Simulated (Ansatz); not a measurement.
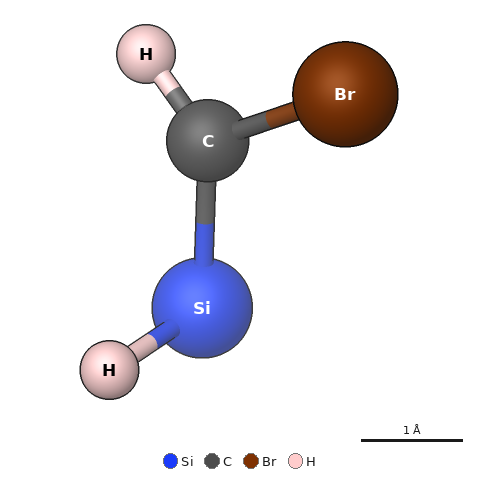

Atoms fade into the background with distance from the viewer. State: charge +1, singlet. The computed structure is the end point of a PBE-D4/def2-SVP optimisation. No frequency run is at hand to confirm it as a minimum. Masses are those of the most abundant isotopes; constants are for the rigid equilibrium geometry.

### Classify the rotor and give the rotational constants (GHz).

An asymmetric top (C1): A = 34.9, B = 2.25, C = 2.16 GHz. Ray's parameter κ is −0.99, close to the prolate limit.
